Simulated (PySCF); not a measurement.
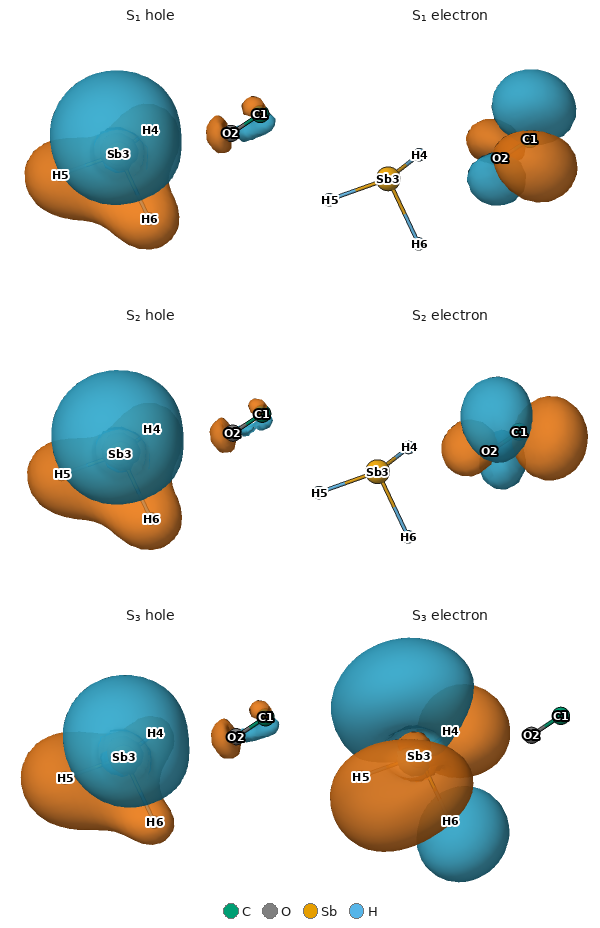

*CH$_{3}$OSb, SMILES `[C-]#[O+].[SbH3]`. Leading natural transition orbitals (TDA singlet states).*

Computed with PySCF, B3LYP/def2-SVP, geometry: GFN2-xTB. Core potentials replace the inner electrons of Sb; spin–orbit coupling isn't included. The pair's geometry is semi-empirical, so its contact may be too short or too long. GFN2-xTB bond lengths at metals and heavier atoms can be off by up to 0.1 Å and shapes distorted, which carries into these values. Without diffuse functions Rydberg states are missing, so the states' numbers hold for this basis only.

Input

```python
import numpy as np
from pyscf import gto, scf, dft, tdscf
from pyscf.scf import atom_ks, atom_hf
from scipy.linalg import block_diag

def solve(mol, dm0=None, hcore=None):
    mf = (dft.UKS if mol.spin else dft.RKS)(mol, xc='b3lyp')
    mf.grids.level = 3
    mf = mf.density_fit(auxbasis='def2-universal-jkfit')
    mf.conv_tol, mf.max_cycle = 1e-8, 80
    if hcore is not None:
        mf.get_hcore = lambda *args: hcore
    mf.kernel(dm0)
    if not mf.converged:
        mf = mf.newton().run(mf.mo_coeff, mf.mo_occ, max_cycle=30)
    assert mf.converged, 'SCF not converged'
    return mf

mol = gto.M(atom='''
C     -3.13005     0.24432     0.00133
O     -2.11886    -0.24712    -0.00145
Sb     0.63807     0.05848    -0.00112
H      0.43845    -1.10273     1.20267
H      2.30221    -0.21875     0.01198
H      0.44910    -1.15019    -1.15403
''', basis='def2-svp', ecp={'Sb': 'def2-svp'}, charge=0, spin=0, verbose=4)
mf = solve(mol)
td = mf.TDA()
td.nstates, td.singlet, td.conv_tol = 5, True, 1e-5
td.kernel()
td.analyze()
x, y = np.array([p[0] for p in td.xy]), np.array([p[1] + 0 * p[0] for p in td.xy])
f, mu = td.oscillator_strength(), td.transition_dipole()
nto = [td.get_nto(state=i + 1, verbose=4) for i in range(len(td.e))]
# spherically averaged free atoms, for the promolecule
atom_ks.AtomSphAverageRKS.init_guess_by_vsap = lambda self, mol=None: self.init_guess_by_minao(mol)  # core potentials
atm = atom_ks.get_atm_nrks(mol, xc='b3lyp')
pro = block_diag(*[(atm[a[0]][2] * atm[a[0]][3]) @ atm[a[0]][2].T for a in mol._atom])
np.savez('result.npz', e=td.e, f=f, ok=td.converged, w=[n[0] for n in nto], nto=[n[1] for n in nto], x=x, y=y, c=mf.mo_coeff, occ=mf.mo_occ, eps=mf.mo_energy, pro=pro, mu=mu)
```

Launched as:

```sh
OMP_NUM_THREADS=1 python input.py
```

The run took 92 s on 1 thread of Intel(R) Xeon(R) Processor @ 2.50GHz (Skylake/Cascade Lake) (shared host), peak memory 0.41 GiB.

**Describe these excited states.**

By state:
- S₁: 5.18 eV (239 nm), f = 0.000 (very weak), charge transfer, whose energy this functional puts too low; the leading pair carries 100 %; hole on Sb3 (74 %), H5 (10 %) and H4 and H6 (6 % each), electron on C1 (69 %) and O2 (30 %); their centroids lie 3.5 Å apart; S₂ lies within 0.1 eV of it.
- S₂: 5.22 eV (238 nm), f = 0.052, charge transfer, whose energy this functional puts too low; the leading pair carries 100 %; hole on Sb3 (74 %), H5 (10 %) and H4 and H6 (6 % each), electron on C1 (68 %) and O2 (29 %); their centroids lie 3.4 Å apart; S₁ lies within 0.1 eV of it.
- S₃: 6.51 eV (191 nm), f = 0.096; the leading pair carries 96 %; hole on Sb3 (69 %) and H5 (19 %), electron on Sb3 (66 %) and H4 and H6 (14 % each); their centroids lie 0.2 Å apart.
